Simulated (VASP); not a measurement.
Band structure of SiNi (space group Pnma). Computed with PBEsol GGA, VASP's PBE PAW potentials (set 64) (plane waves; VASP 6.6.1).

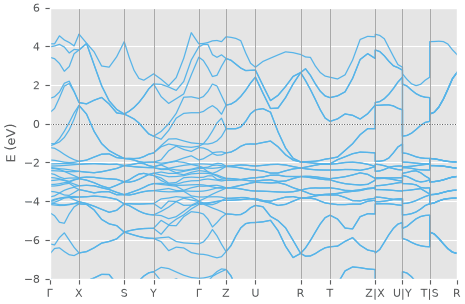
Bands along high-symmetry lines, zero at the valence-band maximum or, without a gap, the Fermi level

Problem. Read the plot: is there a gap, and where are the band edges?

Solution. It has no gap at this level: it comes out as a metal or semimetal. (Edges off the drawn lines would not show.)

The structure comes from a measured SiNi entry (Pnma) of the Crystallography Open Database, whose conditions weren't checked. It was relaxed first. The run is not spin-polarised, so no magnetic state was tried.
